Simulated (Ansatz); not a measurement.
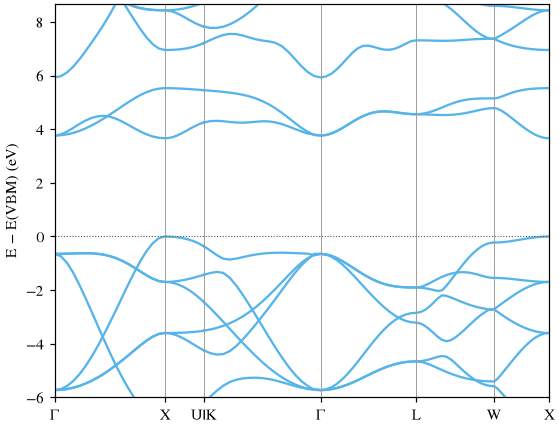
Fig. 1. Band structure from LDA in the plane-wave PAW code Ansatz

**Question.** Read off the gap and where the band edges lie.

**Answer.** About 3.7 eV (3.66 eV by a search for the band edges); maximum at X, minimum at X.

The material is HfO2 (fluorite, Fm-3m).

This is a known high-temperature phase of the composition, computed here at zero pressure and temperature. The LDA relaxation kept the symmetry of its start. At this level the phase is dynamically unstable (imaginary phonons). The run is not spin-polarised. Spin–orbit coupling is left out wherever it is not named.

Potentials: the later of the program's two PAW sets.
